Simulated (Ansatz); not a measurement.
**FHO (hypofluorous acid) at wB97M-V/STO-3G**

Aim: the electronic atomisation energy of FHO (hypofluorous acid) at wB97M-V/STO-3G, from 4 runs. 

The calculation is run with Ansatz 0.2.0.

### 1 Starting point

The species is FHO (3 atoms), typed as a singlet with charge 0. SMILES: `OF`. The coordinates come from a GFN2-xTB relaxation.

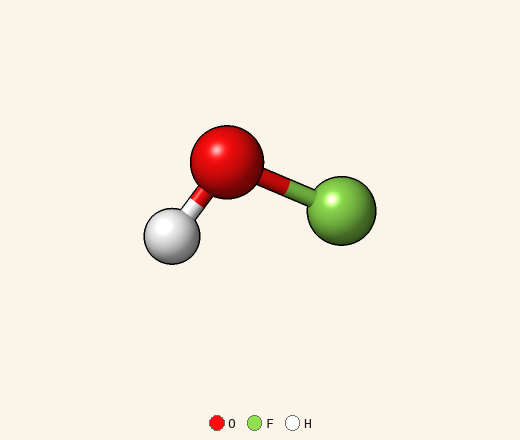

Viewed from a chosen angle; oxygen red, fluorine green, hydrogen white.

### 2 A single-point energy at wB97M-V/STO-3G

Contents of in.yaml:

```yaml
crystal:
  periodic: [false, false, false]
  atoms:
    - {symbol: O, position_ang: [0.414430, -0.197140, 0.208800]}
    - {symbol: F, position_ang: [-0.212000, 1.020440, -0.004820]}
    - {symbol: H, position_ang: [-0.202430, -0.823300, -0.203980]}
basis:
  gaussian:
    orbitals: STO-3G
hamiltonian:
  xc: {name: wB97M-V}
accuracy: high
```

Launch:

```sh
$ ansatz run in.yaml --threads 1 --pin off --max-ram 2610MiB --events-out events.jsonl --progress --plain --runs-dir runs
```

Log:

```text
Warning: RAYON_NUM_THREADS=1 ignored (pool sized by the plan → 1); use --threads N
Functional definition: wB97M-V
  name "wB97M-V"
  parameter omega = 0.3/bohr
  parameter cx = 0.15
  parameter cx01 = 1.007
  parameter cx10 = 0.259
  parameter css00 = 0.443
  parameter css04 = -1.437
  parameter css10 = -4.535
  parameter css20 = -3.390
  parameter css43 = 4.278
  parameter cos00 = 1.000
  parameter cos10 = 1.358
  parameter cos20 = 2.924
  parameter cos21 = -8.812
  parameter cos60 = -1.390
  parameter cos61 = 9.142
  parameter b = 6.0
  parameter c = 0.01
  gx(w, u) = 1 - cx + cx01*u + cx10*w
  gss(w, u) = css00 + css04*u^4 + css10*w + css20*w^2 + css43*w^4*u^3
  gos(w, u) = cos00 + cos10*w + (cos20 + cos21*u)*w^2 + (cos60 + cos61*u)*w^6
  exchange = spin_sum(e_x_unif_sr(omega)*gx(b97_w, b97_u_x)) + cx*exact_x_sr(omega) + exact_x_lr(omega)
  correlation = spin_sum(e_c_pw_mod_same_spin*gss(b97_w, b97_u_same))
      + integral(e_c_pw_mod_opposite_spin*gos(b97_w_opposite, b97_u_opposite)) + vv10(b, c)
168 factors; integrals over basis functions are off by at most 3.5e-8 eV
86 factors; integrals over basis functions are off by at most 9.9e-10 eV
mean field evaluation 1: about -4709.0798 eV, gradient 1.0e1 eV
mean field evaluation 2: about -4709.5225 eV, gradient 1.6e0 eV
mean field evaluation 4: about -4709.5327 eV, gradient 7.0e-2 eV
mean field evaluation 8: about -4709.5230 eV, gradient 1.0e-3 eV
mean field evaluation 16: about -4709.5230 eV, gradient 7.4e-9 eV
mean field -4709.52304268 eV, -173.0717795891 hartree, gradient 7.4e-9 eV, S^2 0.000000; 0 other end points of the search recorded, 0 dependent functions left out
reference -4709.52304392 eV, -173.0717796346 hartree; 9, 9 occupied and 2, 2 virtual orbitals, 168 factors
Total energy: -4709.52304392 eV, -173.0717796346 hartree
```

Wall time 6 s (1 thread of Arm Neoverse V2, shared host); peak memory 0.17 GiB.

### 3 The F atom

Contents of input.yaml:

```yaml
crystal:
  periodic: [false, false, false]
  atoms:
    - {symbol: F, position_ang: [0.000000, 0.000000, 0.000000]}
basis:
  gaussian: {orbitals: STO-3G}
magnetization: {spin_polarized: true, initial_magnetization: 1}
hamiltonian: {xc: {name: wB97M-V}}
accuracy: high
```

Launch:

```sh
$ ansatz run input.yaml --threads 1 --pin off --max-ram 2610MiB --events-out events.jsonl --progress --plain --runs-dir runs
```

Log:

```text
Warning: RAYON_NUM_THREADS=1 ignored (pool sized by the plan → 1); use --threads N
[... 19 set-up lines as earlier in the session ...]
  gx(w, u) = 1 - cx + cx01*u + cx10*w
  gss(w, u) = css00 + css04*u^4 + css10*w + css20*w^2 + css43*w^4*u^3
  gos(w, u) = cos00 + cos10*w + (cos20 + cos21*u)*w^2 + (cos60 + cos61*u)*w^6
[... 2 set-up lines as earlier in the session ...]
      + integral(e_c_pw_mod_opposite_spin*gos(b97_w_opposite, b97_u_opposite)) + vv10(b, c)
15 factors; integrals over basis functions are off by at most 1.2e-9 eV
14 factors; integrals over basis functions are off by at most 9.1e-10 eV
mean field evaluation 1: about -2674.3988 eV, gradient 1.2e-10 eV
mean field evaluation 2: about -2674.4001 eV, gradient 2.7e-10 eV
mean field -2674.40014389 eV, -98.2823925144 hartree, gradient 0.0e0 eV, S^2 0.750000; 0 other end points of the search recorded, 0 dependent functions left out
reference -2674.40014424 eV, -98.2823925273 hartree; 5, 4 occupied and 0, 1 virtual orbitals, 15 factors
Total energy: -2674.40014424 eV, -98.2823925273 hartree
```

Wall time 1.1 s (1 thread of Arm Neoverse V2, shared host); peak memory 0.15 GiB.

### 4 The H atom, same level

Contents of job.yaml:

```yaml
crystal:
  periodic: [false, false, false]
  atoms:
    - {symbol: H, position_ang: [0.000000, 0.000000, 0.000000]}
basis:
  gaussian:
    orbitals: STO-3G
hamiltonian:
  xc: {name: wB97M-V}
magnetization:
  spin_polarized: true
  initial_magnetization: 1
accuracy: high
```

Run the same way, it converges to -0.45654 Eh (log not shown).

### 5 The O atom, same level

Contents of input.yaml:

```yaml
crystal:
  periodic: [false, false, false]
  atoms:
    - {symbol: O, position_ang: [0.000000, 0.000000, 0.000000]}
basis:
  gaussian:
    orbitals: STO-3G
magnetization:
  spin_polarized: true
  initial_magnetization: 2
hamiltonian:
  xc: {name: wB97M-V}
accuracy: high
```

Run the same way, it converges to -74.04146 Eh (log not shown).

### 6 Results

At wB97M-V/STO-3G:

```
                     quantity          value
       molecule: total energy  -173.07178 Eh
         F atom: total energy   -98.28239 Eh
                 F atom: ⟨S²⟩          0.750
         H atom: total energy    -0.45654 Eh
                 H atom: ⟨S²⟩          0.750
         O atom: total energy   -74.04146 Eh
                 O atom: ⟨S²⟩          2.000
electronic atomisation energy       7.929 eV
```

In words: Taking the molecule apart into free atoms costs 7.93 eV (183 kcal/mol), before zero-point energy and without spin-orbit coupling.
